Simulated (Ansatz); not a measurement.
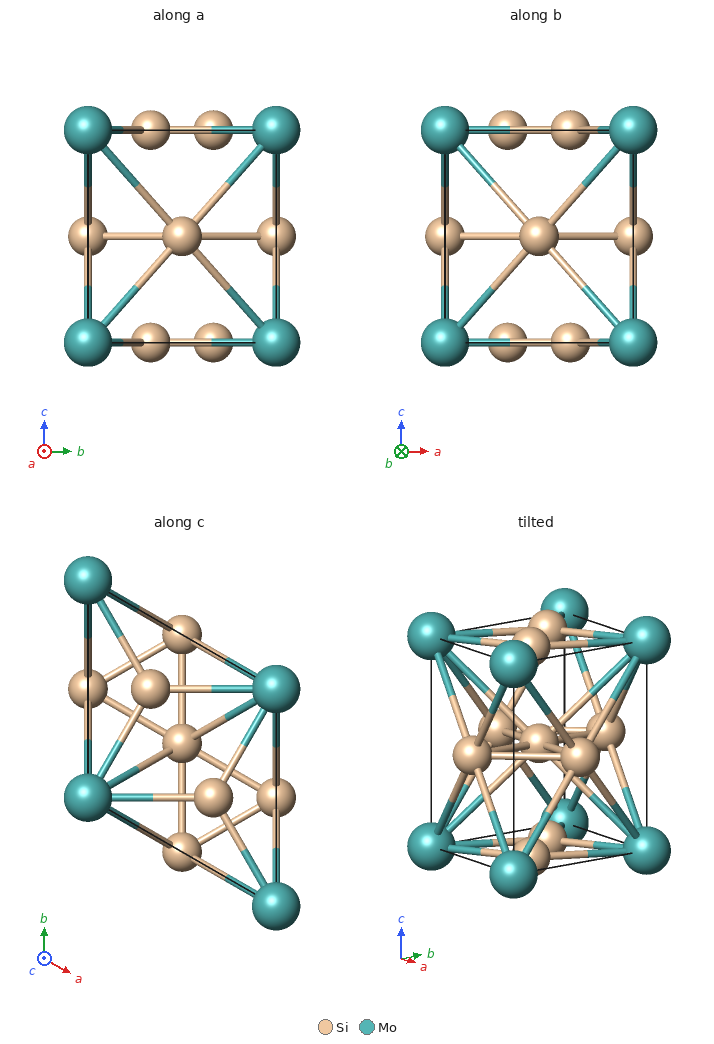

Crystal structure, ball-and-stick style, seen along the a axis, along the b axis, along the c axis and slightly off an axis. The conventional unit cell is drawn as a box.

Lattice parameters: a = 4.7369 Å, b = 4.7369 Å, c = 4.6322 Å, α = 90.000°, β = 90.000°, γ = 120.000°.

Question: Transcribe the picture into a CIF with its space group and independent sites.

Answer:
```cif
data_structure
_symmetry_space_group_name_H-M 'P 6/m m m'
_symmetry_Int_Tables_number 191
_cell_length_a 4.7369
_cell_length_b 4.7369
_cell_length_c 4.6322
_cell_angle_alpha 90.000
_cell_angle_beta 90.000
_cell_angle_gamma 120.000
_cell_volume 90.01
loop_
_atom_site_label
_atom_site_type_symbol
_atom_site_symmetry_multiplicity
_atom_site_Wyckoff_symbol
_atom_site_fract_x
_atom_site_fract_y
_atom_site_fract_z
_atom_site_occupancy
Si1 Si 3 g 0.5000 0.0000 0.5000 1
Si2 Si 2 c 0.3333 0.6667 0.0000 1
Mo1 Mo 1 a 0.0000 0.0000 0.0000 1
```

The model was built from a structure type filled with these elements by a generator (whether the compound takes this form wasn't checked). Earlier steps of the study may have refined or changed the cell and positions. It was the input of a calculation with Ansatz.
